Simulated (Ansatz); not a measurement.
Geometry relaxation, with input and output: C2H8ClGa (part 2 of 2)

The same run, continued: C2H8ClGa; RHF/def2-mTZVP (Ansatz 0.2.0). It belongs to a series of runs on one base structure; here: end point B relaxed.

Geometry of the input (Å):
```
Ga 0.4532  0.0170  0.0693
Cl -0.9572  -3.1713  0.6938
C  0.1841  0.3285  -1.8779
C  -0.3261  1.2040  1.4632
H  0.2754  -2.7385  0.7476
H  1.3607  -1.1660  0.5057
H  1.0590  0.8143  -2.3034
H  -0.6703  0.9619  -2.0834
H  0.0492  -0.6044  -2.4135
H  -0.2767  0.7663  2.4522
H  0.2117  2.1486  1.4975
H  -1.3630  1.4395  1.2489
```

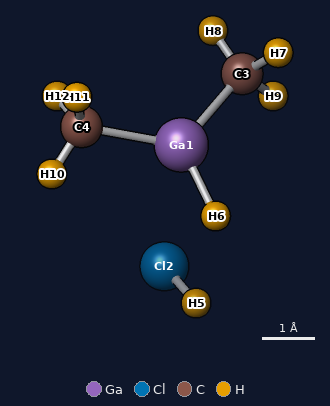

*The geometry at step 11 of the log (ball-and-stick view, seen at a tilt; atoms are numbered from 1 in the order of the input).*

Trajectory as extended XYZ, continued:
```
12
Properties=species:S:1:pos:R:3:forces:R:3 step=5 energy=-67025.81198 accepted=F
Ga    0.5479    0.1653    0.0457   -0.1324  -0.0854  -0.0027
Cl   -1.0867   -3.3732    0.7147   -0.0996   0.0175  -0.0199
C     0.1914    0.3982   -1.9012   -0.0144   0.0322   0.0639
C    -0.3251    1.2720    1.4540    0.0337  -0.0186  -0.0113
H     0.1774   -3.2979    0.8875    0.1130  -0.0077   0.0189
H     1.5692   -0.9792    0.4853    0.0407   0.0243   0.0009
H     1.0486    0.8447   -2.3926    0.0672   0.0288  -0.0552
H    -0.6663    1.0278   -2.1044   -0.0061   0.0136   0.0236
H     0.0236   -0.5614   -2.3749   -0.0046  -0.0527  -0.0355
H    -0.2700    0.8034    2.4285    0.0023   0.0077   0.0246
H     0.1584    2.2411    1.5303    0.0223   0.0427   0.0164
H    -1.3684    1.4591    1.2272   -0.0223  -0.0024  -0.0236
12
Properties=species:S:1:pos:R:3:forces:R:3 step=6 energy=-67025.81515
Ga    0.5171    0.1380    0.0477    0.0145   0.0160  -0.0027
Cl   -1.0800   -3.3628    0.7165    0.0160   0.0275  -0.0051
C     0.1867    0.3928   -1.9014   -0.0221  -0.0085   0.0227
C    -0.3266    1.2706    1.4542   -0.0148  -0.0248  -0.0122
H     0.1884   -3.2914    0.8852   -0.0028  -0.0184   0.0044
H     1.5648   -0.9843    0.4870   -0.0108  -0.0007   0.0000
H     1.0453    0.8659   -2.3699    0.0152   0.0014  -0.0035
H    -0.6787    1.0119   -2.1058    0.0001   0.0021   0.0097
H     0.0451   -0.5606   -2.3982   -0.0030  -0.0052  -0.0188
H    -0.2787    0.8082    2.4324   -0.0039   0.0078   0.0117
H     0.1829    2.2282    1.5222    0.0128   0.0029  -0.0019
H    -1.3662    1.4833    1.2300   -0.0013  -0.0002  -0.0042
12
Properties=species:S:1:pos:R:3:forces:R:3 step=7 energy=-67025.81737
Ga    0.5103    0.1282    0.0492    0.0147  -0.0415   0.0129
Cl   -1.0589   -3.2701    0.6952    0.1771   0.0022   0.0256
C     0.1824    0.3869   -1.8992   -0.0138   0.0035   0.0014
C    -0.3301    1.2647    1.4538   -0.0166   0.0008  -0.0107
H     0.2101   -3.3319    0.8992   -0.1842   0.0045  -0.0286
H     1.5538   -0.9964    0.4892    0.0191   0.0181  -0.0006
H     1.0433    0.8611   -2.3635    0.0004  -0.0005  -0.0022
H    -0.6809    1.0103   -2.0993    0.0005   0.0025  -0.0034
H     0.0386   -0.5625   -2.4038   -0.0014   0.0047   0.0039
H    -0.2889    0.8061    2.4343   -0.0002   0.0002  -0.0025
H     0.1876    2.2185    1.5198    0.0013   0.0025   0.0031
H    -1.3673    1.4850    1.2252    0.0030   0.0030   0.0011
12
Properties=species:S:1:pos:R:3:forces:R:3 step=8 energy=-67025.81867
Ga    0.5091    0.1190    0.0515    0.0230  -0.0381   0.0143
Cl   -1.0435   -3.2027    0.6819    0.0429  -0.0045   0.0073
C     0.1794    0.3808   -1.8964   -0.0076  -0.0015  -0.0050
C    -0.3328    1.2580    1.4535   -0.0183  -0.0001  -0.0075
H     0.2133   -3.3410    0.8996   -0.0625   0.0076  -0.0109
H     1.5603   -0.9986    0.4912    0.0230   0.0332  -0.0045
H     1.0410    0.8538   -2.3611   -0.0053  -0.0048   0.0019
H    -0.6826    1.0066   -2.0949    0.0001   0.0008  -0.0015
H     0.0327   -0.5676   -2.4025   -0.0009   0.0080   0.0038
H    -0.2957    0.7997    2.4342   -0.0006   0.0012  -0.0010
H     0.1876    2.2105    1.5209    0.0008  -0.0029   0.0020
H    -1.3687    1.4815    1.2220    0.0054   0.0012   0.0011
12
Properties=species:S:1:pos:R:3:forces:R:3 step=9 energy=-67025.82143
Ga    0.5262    0.1074    0.0573   -0.0080   0.0012   0.0010
Cl   -1.0440   -3.1091    0.6602    0.0396  -0.0060   0.0068
C     0.1755    0.3674   -1.8883    0.0090  -0.0121  -0.0059
C    -0.3358    1.2419    1.4520   -0.0072  -0.0122   0.0042
H     0.2002   -3.3219    0.8893   -0.0602   0.0071  -0.0098
H     1.6076   -0.9810    0.4948    0.0205   0.0336  -0.0060
H     1.0322    0.8400   -2.3624   -0.0049  -0.0062   0.0002
H    -0.6885    0.9933   -2.0783    0.0008  -0.0026   0.0089
H     0.0231   -0.5808   -2.3929   -0.0004   0.0034  -0.0002
H    -0.3057    0.7850    2.4337   -0.0006   0.0032   0.0024
H     0.1797    2.1967    1.5234    0.0038  -0.0037   0.0028
H    -1.3705    1.4610    1.2112    0.0074  -0.0056  -0.0044
12
Properties=species:S:1:pos:R:3:forces:R:3 step=10 energy=-67025.82116 accepted=F
Ga    0.5655    0.1020    0.0646    0.0098   0.0087   0.0008
Cl   -1.0542   -2.9193    0.6112    0.5709  -0.1984   0.1304
C     0.1711    0.3411   -1.8773    0.0181  -0.0028  -0.0009
C    -0.3402    1.2119    1.4538   -0.0001  -0.0147  -0.0011
H     0.1478   -3.3347    0.8840   -0.5871   0.2027  -0.1327
H     1.7255   -0.9097    0.4946   -0.0252   0.0499  -0.0161
H     1.0118    0.8170   -2.3765   -0.0136  -0.0101   0.0100
H    -0.7030    0.9588   -2.0493    0.0078  -0.0075   0.0075
H     0.0123   -0.6107   -2.3728    0.0022  -0.0071   0.0034
H    -0.3185    0.7549    2.4358    0.0040  -0.0042  -0.0032
H     0.1568    2.1760    1.5362    0.0006  -0.0099   0.0014
H    -1.3748    1.4125    1.1957    0.0126  -0.0066   0.0006
12
Properties=species:S:1:pos:R:3:forces:R:3 step=11 energy=-67025.82504
Ga    0.5483    0.1111    0.0593    0.0248   0.0160   0.0010
Cl   -1.0638   -3.0333    0.6391    0.1493  -0.0196   0.0258
C     0.1746    0.3535   -1.8848   -0.0062  -0.0030   0.0019
C    -0.3374    1.2265    1.4549   -0.0183  -0.0129  -0.0065
H     0.1639   -3.3257    0.8859   -0.1543   0.0286  -0.0284
H     1.6834   -0.9244    0.4915   -0.0064   0.0144  -0.0048
H     1.0220    0.8283   -2.3731   -0.0037  -0.0063   0.0055
H    -0.6960    0.9731   -2.0661    0.0025  -0.0054  -0.0002
H     0.0205   -0.5980   -2.3823    0.0002  -0.0024   0.0030
H    -0.3106    0.7671    2.4356    0.0029  -0.0031  -0.0027
H     0.1675    2.1865    1.5343    0.0033  -0.0049   0.0018
H    -1.3724    1.4352    1.2058    0.0060  -0.0013   0.0036
12
Properties=species:S:1:pos:R:3:forces:R:3 step=12 energy=-67025.82552
Ga    0.5752    0.1266    0.0589   -0.0700  -0.0977   0.0151
Cl   -1.0547   -2.9378    0.6168    0.2591  -0.0929   0.0605
C     0.1729    0.3433   -1.8829    0.0344   0.0350   0.0003
C    -0.3398    1.2154    1.4572    0.0295   0.0289  -0.0124
H     0.1382   -3.3470    0.8887   -0.2751   0.0987  -0.0634
H     1.7184   -0.9006    0.4905    0.0213   0.0580  -0.0119
H     1.0120    0.8161   -2.3872   -0.0142  -0.0055  -0.0133
H    -0.7030    0.9567   -2.0602    0.0058  -0.0039   0.0036
H     0.0166   -0.6146   -2.3675    0.0053  -0.0061   0.0175
H    -0.3164    0.7466    2.4336    0.0068  -0.0089  -0.0070
H     0.1552    2.1794    1.5510   -0.0136   0.0012   0.0168
H    -1.3746    1.4159    1.2011    0.0107  -0.0067  -0.0060
12
Properties=species:S:1:pos:R:3:forces:R:3 step=13 energy=-67025.82606
Ga    0.5649    0.1072    0.0615    0.1284   0.0549   0.0059
Cl   -1.0521   -2.8589    0.5989    0.3403  -0.1520   0.0878
C     0.1708    0.3322   -1.8809   -0.0258  -0.0245  -0.0014
C    -0.3420    1.2027    1.4595   -0.0372  -0.0257  -0.0042
H     0.1022   -3.3638    0.8910   -0.3525   0.1627  -0.0911
H     1.7746   -0.8483    0.4844   -0.0518   0.0144  -0.0108
H     1.0069    0.8138   -2.3819   -0.0044  -0.0089   0.0190
H    -0.7103    0.9376   -2.0592    0.0003  -0.0081  -0.0033
H     0.0248   -0.6262   -2.3678   -0.0023   0.0024  -0.0103
H    -0.3126    0.7353    2.4364   -0.0031   0.0003   0.0044
H     0.1511    2.1681    1.5498    0.0071  -0.0171  -0.0077
H    -1.3785    1.4003    1.2082    0.0008   0.0016   0.0117
12
Properties=species:S:1:pos:R:3:forces:R:3 step=14 energy=-67025.83031
Ga    0.5967    0.1264    0.0598   -0.0494   0.0569  -0.0215
Cl   -1.0671   -2.8379    0.5938    0.0010   0.0076  -0.0008
C     0.1724    0.3271   -1.8796    0.0097  -0.0261   0.0531
C    -0.3405    1.1950    1.4596    0.0347  -0.0539  -0.0296
H     0.0698   -3.3494    0.8896   -0.0009   0.0006  -0.0001
H     1.8085   -0.8133    0.4800    0.0476  -0.0416   0.0169
H     0.9958    0.8119   -2.3958    0.0075   0.0128  -0.0205
H    -0.7186    0.9193   -2.0481   -0.0145   0.0139  -0.0177
H     0.0301   -0.6380   -2.3532   -0.0013  -0.0123  -0.0135
H    -0.3161    0.7145    2.4299   -0.0064  -0.0014   0.0165
H     0.1439    2.1620    1.5670   -0.0041   0.0260   0.0102
H    -1.3749    1.3824    1.1969   -0.0239   0.0177   0.0070
12
Properties=species:S:1:pos:R:3:forces:R:3 step=15 energy=-67025.83095
Ga    0.6005    0.1283    0.0588   -0.0280   0.0102  -0.0058
Cl   -1.0648   -2.7969    0.5895    0.0102  -0.0052   0.0034
C     0.1726    0.3203   -1.8805    0.0081  -0.0078   0.0314
C    -0.3410    1.1875    1.4627    0.0260  -0.0220  -0.0233
H     0.0616   -3.3322    0.8853   -0.0134   0.0081  -0.0036
H     1.8193   -0.8080    0.4784    0.0215  -0.0097   0.0054
H     0.9914    0.8095   -2.4004    0.0028   0.0078  -0.0124
H    -0.7229    0.9058   -2.0511   -0.0078   0.0069  -0.0112
H     0.0365   -0.6473   -2.3515    0.0005  -0.0074  -0.0033
H    -0.3172    0.7023    2.4309   -0.0017  -0.0048   0.0075
H     0.1400    2.1557    1.5770   -0.0035   0.0150   0.0086
H    -1.3760    1.3749    1.2009   -0.0149   0.0090   0.0032
12
Properties=species:S:1:pos:R:3:forces:R:3 step=16 energy=-67025.83112
Ga    0.6085    0.1311    0.0573   -0.0059  -0.0028   0.0016
Cl   -1.0781   -2.7595    0.5866    0.0343  -0.0106   0.0072
C     0.1735    0.3117   -1.8815    0.0015   0.0020   0.0040
C    -0.3403    1.1772    1.4660    0.0133   0.0055  -0.0084
H     0.0473   -3.2998    0.8796   -0.0302   0.0080  -0.0055
H     1.8437   -0.7896    0.4746   -0.0137   0.0061  -0.0036
H     0.9837    0.8108   -2.4065   -0.0036  -0.0006  -0.0002
H    -0.7310    0.8836   -2.0541    0.0053  -0.0043   0.0006
H     0.0504   -0.6600   -2.3484    0.0025   0.0036   0.0029
H    -0.3174    0.6834    2.4302    0.0010  -0.0029  -0.0008
H     0.1359    2.1469    1.5915   -0.0016  -0.0029   0.0035
H    -1.3759    1.3641    1.2047   -0.0029  -0.0012  -0.0012
12
Properties=species:S:1:pos:R:3:forces:R:3 step=17 energy=-67025.83119
Ga    0.6023    0.1294    0.0566    0.0273  -0.0105   0.0075
Cl   -1.0679   -2.7572    0.5876   -0.0296   0.0110  -0.0070
C     0.1731    0.3132   -1.8828   -0.0081   0.0014  -0.0051
C    -0.3404    1.1791    1.4660   -0.0044   0.0097  -0.0044
H     0.0475   -3.3115    0.8842    0.0269  -0.0127   0.0075
H     1.8355   -0.7953    0.4744   -0.0196   0.0146  -0.0064
H     0.9841    0.8141   -2.4049   -0.0021  -0.0011   0.0053
H    -0.7315    0.8843   -2.0575    0.0046  -0.0050   0.0003
H     0.0527   -0.6579   -2.3518    0.0015   0.0041   0.0029
H    -0.3180    0.6849    2.4301    0.0011  -0.0031  -0.0012
H     0.1385    2.1474    1.5916    0.0024  -0.0060   0.0000
H    -1.3759    1.3696    1.2064   -0.0001  -0.0023   0.0007
```
